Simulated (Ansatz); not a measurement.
A series of calculations on AlH3O

## 1. Relaxation

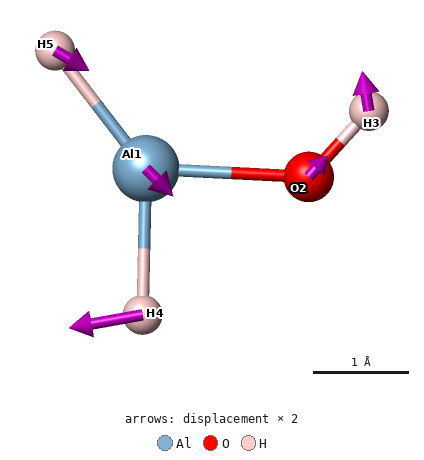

A relaxation of AlH3O. The starting structure is drawn; purple arrows show the displacements, 2 times their true length. The two geometries are superimposed by the best rigid fit.

The picture is a ball-and-stick view, seen face on.

The run prepares an end point of a later path (reaction) calculation, from a guessed geometry.

Computed with Ansatz 0.2.0, RHF/def2-TZVP. (no spin polarisation; force threshold 0.03 eV/Å; at most 50 steps)

Describe the change and its energy.

The energy falls by 0.531 eV in 6 geometry steps. The largest force component goes from 1.6 to 0.0028 eV/Å. H4 moves most after the best rigid fit: 0.40 Å. Largest moves by element: H 0.40 Å, Al 0.21 Å, O 0.15 Å. Near-neighbour distances that change, for instance: Al1–O2 1.717 → 1.678 Å, Al1–H4 1.539 → 1.569 Å, Al1–H5 1.569 → 1.577 Å. Among the angles between lasting bonds that change: O2–Al1–H4 88.4° → 117.1°, H4–Al1–H5 141.1° → 123.1°, O2–Al1–H5 130.5° → 119.8°.

Limits of the set-up: Hartree-Fock leaves out electron correlation.

## 2. Relaxation

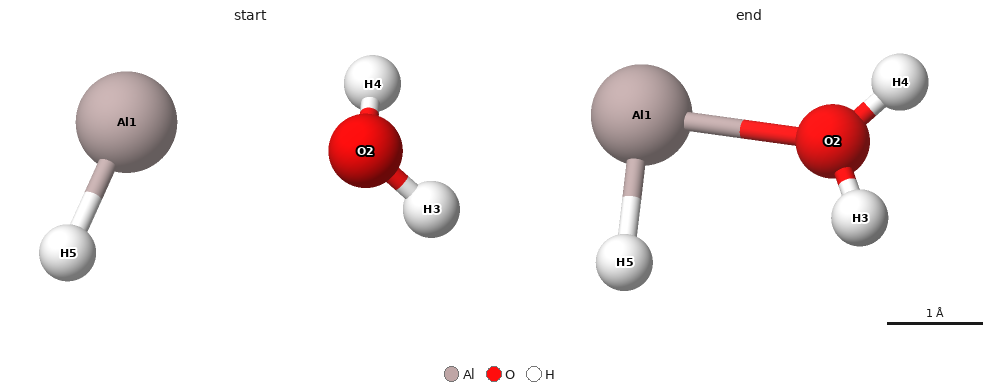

The structure of AlH$_{3}$O before (left) and after (right) a relaxation, at one scale.

A ball-and-stick model, seen from a free direction.

The run prepares an end point of a later path (reaction) calculation, from a guessed geometry.

Theory: RHF/def2-TZVP (Ansatz).

The input:
```yaml
crystal:
  periodic: [false, false, false]
  atoms:
    - { symbol: Al, position_ang: [-0.258588, -0.279341, -1.13015] }
    - { symbol: O, position_ang: [1.157748, 0.24768, 1.429489] }
    - { symbol: H, position_ang: [1.090454, -0.262782, 2.219795] }
    - { symbol: H, position_ang: [1.714639, -0.247779, 0.812948] }
    - { symbol: H, position_ang: [-1.678152, 0.260822, -0.514682] }
basis:
  gaussian: { orbitals: def2-TZVP }
hamiltonian:
  xc: hf
relax:
  f_tol: 0.03
  max_steps: 50
```

Launched with:
```bash
ansatz run input.yaml --threads 1 --pin off --max-ram 2048MiB --backend cpu --events-out ev --progress --plain --runs-dir out
```

What changed between the two?

H3 moves most after the best rigid fit: 0.75 Å. By element the largest moves are H 0.75 Å, O 0.63 Å, Al 0.29 Å. Some distances before and after: Al1–O2 2.972 → 2.188 Å, O2–H4 0.967 → 0.944 Å, Al1–H5 1.639 → 1.654 Å. New bonds form, among them: Al1–O2 (2.97 → 2.19 Å). Among the angles between lasting bonds that change: H3–O2–H4 107.3° → 110.3°. The energy falls by 0.275 eV in 10 accepted moves (12 points after the start). The largest force component goes from 1 to 0.022 eV/Å. The line search rejected the trial steps at points 1, 6 of the run. Cost: 9.1 s on 1 thread of Arm Neoverse V1, with other jobs on the host, peak memory 0.12 GiB.

Limits of the set-up: the start holds two separate molecules, 2.8 Å apart at their closest, whose relative position is a soft coordinate and is computed without a dispersion correction; Hartree-Fock leaves out electron correlation.

## 3. Path

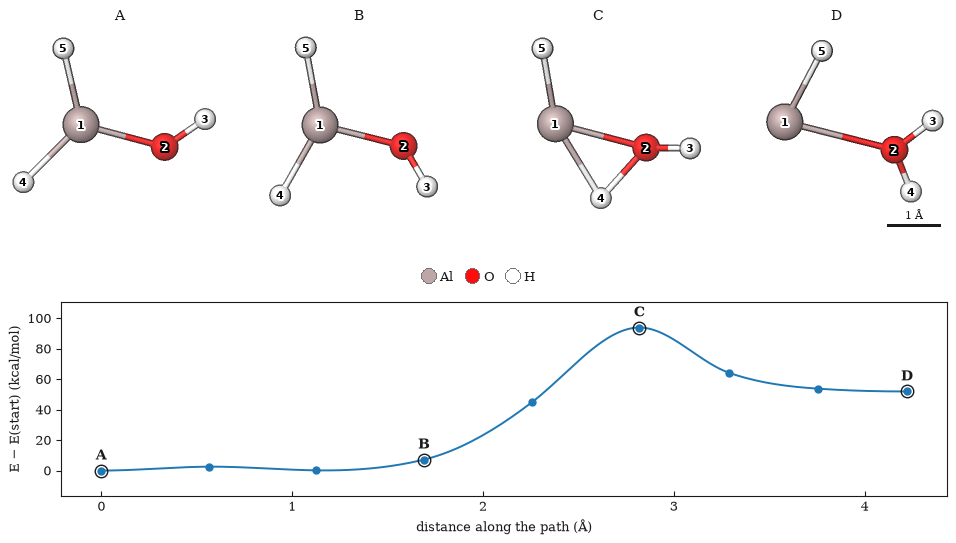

A search for the minimum-energy path of AlH3O by the nudged elastic band. Images are numbered from 0 (start) to 8 (end). Frames A to D are images 0, 3, 5, 8. Style: ball-and-stick. Shown from a free direction.

Theory: Ansatz, RHF/def2-TZVP.

Input file:
```yaml
crystal:
  periodic: [false, false, false]
  atoms:
    - { symbol: Al, position_ang: [0.481126, -0.00686, 0.064562] }
    - { symbol: O, position_ang: [0.704007, -0.151962, 1.720892] }
    - { symbol: H, position_ang: [0.049963, -0.239759, 2.386487] }
    - { symbol: H, position_ang: [1.769109, 0.127507, -0.822177] }
    - { symbol: H, position_ang: [-0.978105, -0.010325, -0.532363] }
basis:
  gaussian: { orbitals: def2-TZVP }
hamiltonian:
  xc: hf
neb:
  order_check: false
  images: 7
  f_tol: 0.05
  max_iterations: 60
  final_atoms:
    - { symbol: Al, position_ang: [-0.06173522, 0.0807748, -0.97079073] }
    - { symbol: O, position_ang: [0.993789, -0.05929635, 0.940491] }
    - { symbol: H, position_ang: [0.54883886, -0.17208608, 1.7660609] }
    - { symbol: H, position_ang: [1.92848632, -0.05039776, 1.07073715] }
    - { symbol: H, position_ang: [-1.38327897, -0.08039362, 0.01090268] }
  initial_path:
    images:
      - { positions_ang: [[0.481126, -0.00686, 0.064562], [0.704007, -0.151962, 1.720892], [0.049963, -0.239759, 2.386487], [1.769109, 0.127507, -0.822177], [-0.978105, -0.010325, -0.532363]] }
      - { positions_ang: [[0.36108251, -0.00535016, 0.04823037], [0.8455102, -0.11398976, 1.67043119], [0.12696333, -0.24770904, 2.25423322], [1.76345774, 0.09226874, -0.56072875], [-1.07091378, -0.00661878, -0.59476503]] }
      - { positions_ang: [[0.24103902, -0.00384033, 0.03189874], [0.98701339, -0.07601752, 1.61997038], [0.20396367, -0.25565907, 2.12197943], [1.75780648, 0.05703048, -0.29928049], [-1.16372256, -0.00291256, -0.65716706]] }
      - { positions_ang: [[0.12099554, -0.00233049, 0.01556711], [1.12851659, -0.03804527, 1.56950956], [0.280964, -0.26360911, 1.98972565], [1.75215522, 0.02179222, -0.03783224], [-1.25653134, 0.00079366, -0.71956909]] }
      - { positions_ang: [[0.00095205, -0.00082066, -0.00076452], [1.27001978, -7.303e-05, 1.51904875], [0.35796434, -0.27155915, 1.85747187], [1.74650395, -0.01344604, 0.22361602], [-1.34934012, 0.00449988, -0.78197112]] }
      - { positions_ang: [[-0.01471977, 0.01957821, -0.24327107], [1.20096209, -0.01487886, 1.37440931], [0.40568297, -0.24669088, 1.83461913], [1.79199954, -0.02268397, 0.4353963], [-1.35782483, -0.01672349, -0.58375267]] }
      - { positions_ang: [[-0.03039158, 0.03997707, -0.48577763], [1.13190439, -0.02968469, 1.22976988], [0.4534016, -0.22182261, 1.81176639], [1.83749514, -0.0319219, 0.64717658], [-1.36630954, -0.03794687, -0.38553422]] }
      - { positions_ang: [[-0.0460634, 0.06037594, -0.72828418], [1.0628467, -0.04449052, 1.08513044], [0.50112023, -0.19695434, 1.78891365], [1.88299073, -0.04115983, 0.85895687], [-1.37479425, -0.05917024, -0.18731577]] }
      - { positions_ang: [[-0.06173522, 0.0807748, -0.97079073], [0.993789, -0.05929635, 0.940491], [0.54883886, -0.17208608, 1.7660609], [1.92848632, -0.05039776, 1.07073715], [-1.38327897, -0.08039362, 0.01090268]] }
```

Run as
```bash
ansatz run input.yaml --threads 1 --pin off --max-ram 2048MiB --backend cpu --events-out ev --progress --plain --runs-dir out
```

Read off the barrier and say what moves.

Answer. The energy climbs by 93.9 kcal/mol to image 5 and then falls by 42.0 kcal/mol, so the end point sits at +51.9 kcal/mol. The path has more than one stage, and so few images may leave a stage unresolved. Breaking: Al1–H4 (1.57 → 1.71 at the top → 2.85 Å). Forming: O2–H4 (2.77 → 1.29 at the top → 0.94 Å). The band converged in 14 iterations. The largest component of the band force went from 7.7 to 0.019 eV/Å. The climbing image converged on the top of the path. Its vibrational analysis gives one imaginary mode (2046i cm⁻¹), as a transition state must have.

Limits of the set-up: Hartree-Fock leaves out electron correlation.

Cost: 59 s on 1 thread of Arm Neoverse V1, on a shared host, peak memory 0.12 GiB.
